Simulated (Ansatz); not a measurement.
# TiB2: response to strain

Take TiB2 (space group P6/mmm, No. 191; a = 3.032 Å, c = 3.224 Å; relaxed with 0.1 eV smearing) as the base. Axes: x lies along a and z along c of the hexagonal cell.

Strains are applied to the cell and any free atomic positions relax.

The values are results of PBE/PAW in Ansatz (a program for electronic structure), no spin-orbit coupling, not measurements.

Notes on the quantities. energy relative to the base: free energy F.

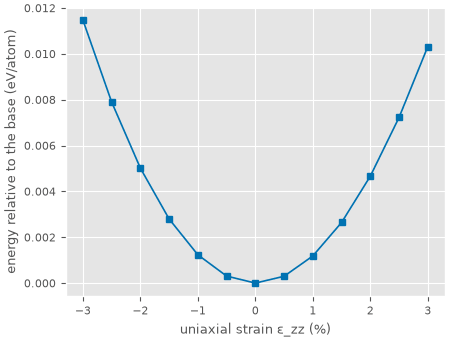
Figure. Energy relative to the base against uniaxial strain ε_zz

```json
[
 {"uniaxial strain ε_zz (%)": "-3", "energy relative to the base": "+11 meV/atom"},
 {"uniaxial strain ε_zz (%)": "-2.5", "energy relative to the base": "+7.9 meV/atom"},
 {"uniaxial strain ε_zz (%)": "-2", "energy relative to the base": "+5.0 meV/atom"},
 {"uniaxial strain ε_zz (%)": "-1.5", "energy relative to the base": "+2.8 meV/atom"},
 {"uniaxial strain ε_zz (%)": "-1", "energy relative to the base": "+1.2 meV/atom"},
 {"uniaxial strain ε_zz (%)": "-0.5", "energy relative to the base": "+0.3 meV/atom"},
 {"uniaxial strain ε_zz (%)": "0.5", "energy relative to the base": "+0.3 meV/atom"},
 {"uniaxial strain ε_zz (%)": "1", "energy relative to the base": "+1.2 meV/atom"},
 {"uniaxial strain ε_zz (%)": "1.5", "energy relative to the base": "+2.6 meV/atom"},
 {"uniaxial strain ε_zz (%)": "2", "energy relative to the base": "+4.7 meV/atom"},
 {"uniaxial strain ε_zz (%)": "2.5", "energy relative to the base": "+7.2 meV/atom"},
 {"uniaxial strain ε_zz (%)": "3", "energy relative to the base": "+10 meV/atom"}
]
```

Whether these cells are dynamically stable was not tested. The final runs are not spin-polarised.
